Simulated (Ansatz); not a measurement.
Start from SiC in the zinc blende structure (space group F-43m, No. 216; a = 4.3566 Å). Axes: x, y, z lie along the cube axes.

Perturbation: the cell is stretched by 1.81 % along x with no lateral relaxation, atoms relaxed at fixed cell.

All numbers come from Ansatz (a first-principles code), r2SCAN, PAW, cutoff 500 eV, without spin-orbit coupling, earlier PAW set.

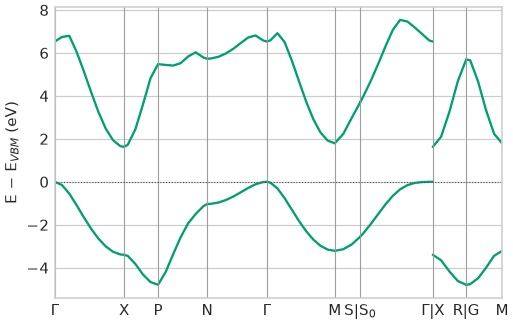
Figure: Highest valence and lowest conduction band along the path of the changed cell's own zone

Read the changed gap and its character from the plot.

About 1.6 eV, indirect, Γ → X.

The cells carry an imposed strain or load. No phonon test of stability was made. k-point labels follow each cell's own Brillouin zone.
